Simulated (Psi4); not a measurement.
**CH4NSi (SMILES C=N[SiH2]) at UMP2/pcseg-2 (density fitting, density fitting for correlation, sweep point 3)**

What is the energy change on altering one bond length of CH4NSi at UMP2/pcseg-2 (density fitting, density fitting for correlation, sweep point 3)? 

The calculation is run with Psi4 1.11.

## 1. The system as given

The species is CH4NSi (7 atoms), meant as a doublet with charge 0. As SMILES, `C=N[SiH2]`. The shape is that of a GFN2-xTB optimisation.

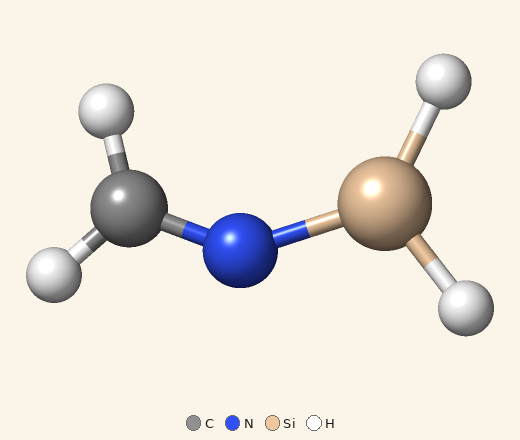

Viewed from a chosen angle; carbon grey, nitrogen blue, silicon light orange, hydrogen white.

## 2. The energy at UMP2/pcseg-2 (density fitting, density fitting for correlation, sweep point 3)

calc.dat

```
memory 1600 mb

molecule {
  0 2
  C     -1.243710    -0.210880    -0.669260
  N     -0.016440    -0.432190    -0.308170
  Si     1.178680     0.190460     0.630130
  H     -1.697610    -0.908750    -1.356980
  H     -1.844990     0.624540    -0.331550
  H      1.258060     1.367600     1.486690
  H      2.366000    -0.630770     0.549130
  symmetry c1
}

set globals {
  reference uhf
  puream true
  scf_type df
  num_frozen_docc 7
  maxiter 150
}

energy("mp2/pcseg-2")
```

Started as:

```console
$ psi4 -n 1 calc.dat calc.out
```

calc.out (excerpt; [...] marks lines left out):

```text
[...]
  Running in c1 symmetry.
[...]
  Nuclear repulsion =   94.134155473035250
[...]
  Multiplicity = 2
[...]
  Nalpha       = 16
  Nbeta        = 15
[...]
    Number of basis functions: 150
[...]
   @DF-UHF iter   1:  -383.38531746274867   -6.80519e-01   3.34036e-03 ADIIS/DIIS
[...]
   @DF-UHF iter  17:  -383.54983393686695   -1.01181e-11   5.44077e-09 DIIS
[...]
   @S^2 Observed:                9.569031462E-01
[...]
    Orbital Energies [Eh]
    ---------------------
    Alpha Occupied:
       1A    -68.720879     2A    -15.541895     3A    -11.278991
       4A     -6.119284     5A     -4.235827     6A     -4.224568
       7A     -4.223891     8A     -1.177184     9A     -0.876882
      10A     -0.717016    11A     -0.639508    12A     -0.594498
      13A     -0.499274    14A     -0.473763    15A     -0.383718
      16A     -0.270484
    Alpha Virtual:
      17A      0.099191    18A      0.106657    19A      0.114248
      20A      0.138526    21A      0.150842    22A      0.190232
      23A      0.207701    24A      0.213583    25A      0.251929
[...]
  @DF-UHF Final Energy:  -383.54983393686695
   => Energetics <=
    Nuclear Repulsion Energy =             94.1341554730352499
    One-Electron Energy =                -715.7063217407776392
    Two-Electron Energy =                 238.0223323308754573
    Total Energy =                       -383.5498339368670031
  UHF NO Occupations:
  HONO-2 :   14  A 1.9947408
  HONO-1 :   15  A 1.9014838
[...]
 Multipole Moments:
 ------------------------------------------------------------------------------------
     Multipole            Electronic (a.u.)      Nuclear  (a.u.)        Total (a.u.)
 ------------------------------------------------------------------------------------
 L = 1.  Multiply by 2.5417464519 to convert [e a0] to [Debye]
 Dipole X            :          0.6728875           -1.0609931           -0.3881056
 Dipole Y            :         -0.1696590            0.6114941            0.4418351
 Dipole Z            :          0.1707527           -0.0257262            0.1450265
 Magnitude           :                                                    0.6057036
[...]
```

Run time: 2.3 s. Hardware: 1 thread of AMD EPYC 9R45 (Zen 5), shared host; peak memory 0.28 GiB.

## 3. The distorted shape at the same level

input.inp

```
memory 1.6 GB

molecule mol {
  0 2
  C     -1.016771     0.138038    -0.325417
  N      0.210499    -0.083272     0.035673
  Si     1.405619     0.539378     0.973973
  H     -1.697610    -0.908750    -1.356980
  H     -1.618051     0.973458     0.012293
  H      1.484999     1.716518     1.830533
  H      2.592939    -0.281852     0.892973
  symmetry c1
}

set {
  basis pcseg-2
  reference uhf
  puream true
  scf_type df
  num_frozen_docc 7
  maxiter 150
}

result, w = energy('mp2', return_wfn=True)
print_variables()
```

Started as:

```console
$ psi4 -i input.inp -o input.out -n 1
```

input.out (excerpt; [...] marks lines left out):

```text
[...]
  Running in c1 symmetry.
[...]
  Nuclear repulsion =   92.504184531536154
[...]
  Multiplicity = 2
[...]
  Nalpha       = 16
  Nbeta        = 15
[...]
    Number of basis functions: 150
[...]
   @DF-UHF iter   1:  -383.31343650737881   -8.16106e-01   3.23232e-03 ADIIS/DIIS
[...]
   @DF-UHF iter  21:  -383.46869995472383   -1.14255e-11   3.55127e-09 DIIS
[...]
   @S^2 Observed:                1.102969078E+00
[...]
    Orbital Energies [Eh]
    ---------------------
    Alpha Occupied:
       1A    -68.730864     2A    -15.556210     3A    -11.326213
       4A     -6.129072     5A     -4.245518     6A     -4.234510
       7A     -4.233587     8A     -1.186814     9A     -0.866089
      10A     -0.724500    11A     -0.612767    12A     -0.563986
      13A     -0.491587    14A     -0.488221    15A     -0.366395
      16A     -0.280370
    Alpha Virtual:
      17A      0.086657    18A      0.098575    19A      0.100825
      20A      0.129050    21A      0.147192    22A      0.186696
      23A      0.200120    24A      0.207385    25A      0.246418
[...]
  @DF-UHF Final Energy:  -383.46869995472383
   => Energetics <=
    Nuclear Repulsion Energy =             92.5041845315361542
    One-Electron Energy =                -712.2251359422562018
    Two-Electron Energy =                 236.2522514559962588
    Total Energy =                       -383.4686999547238315
  UHF NO Occupations:
  HONO-2 :   14  A 1.9325910
  HONO-1 :   15  A 1.8920692
[...]
 Multipole Moments:
 ------------------------------------------------------------------------------------
     Multipole            Electronic (a.u.)      Nuclear  (a.u.)        Total (a.u.)
 ------------------------------------------------------------------------------------
 L = 1.  Multiply by 2.5417464519 to convert [e a0] to [Debye]
 Dipole X            :          1.1361736           -1.2588828           -0.1227092
 Dipole Y            :          0.3087848            0.3072394            0.6160242
 Dipole Z            :          0.7056720           -0.3255555            0.3801164
 Magnitude           :                                                    0.7341879
[...]
```

Wall time 2.5 s (1 thread of AMD EPYC 9R45 (Zen 5), shared host); peak memory 0.28 GiB.

## 4. Outcome

At UMP2/pcseg-2 (density fitting, density fitting for correlation, sweep point 3), 7 core orbitals frozen:

```
                                                                   quantity          value
                                                  first shape: total energy  -383.99598 Eh
    first shape: HOMO energy (Hartree–Fock orbitals) (highest over α and β)       -7.36 eV
     first shape: LUMO energy (Hartree–Fock orbitals) (lowest over α and β)        1.69 eV
                   first shape: correlation energy (7 core orbitals frozen)     -446.1 mEh
                             first shape: ⟨S²⟩ of the reference determinant          0.957
                                              distorted shape: total energy  -383.91352 Eh
distorted shape: HOMO energy (Hartree–Fock orbitals) (highest over α and β)       -7.63 eV
 distorted shape: LUMO energy (Hartree–Fock orbitals) (lowest over α and β)        1.58 eV
               distorted shape: correlation energy (7 core orbitals frozen)     -444.8 mEh
                         distorted shape: ⟨S²⟩ of the reference determinant          1.103
          energy change with the C1–H4 bond stretched from 1.080 to 1.620 Å       2.244 eV
```

**Reading.** With the C1–H4 bond stretched from 1.080 to 1.620 Å the energy rises by 2.24 eV (217 kJ/mol). The first shape isn't relaxed at this level, so the change isn't measured from a minimum. ⟨S²⟩ (first shape) is 0.96 where a pure doublet has 0.75: the reference is spin-contaminated. ⟨S²⟩ (distorted shape) is 1.10 where a pure doublet has 0.75: the reference is spin-contaminated.
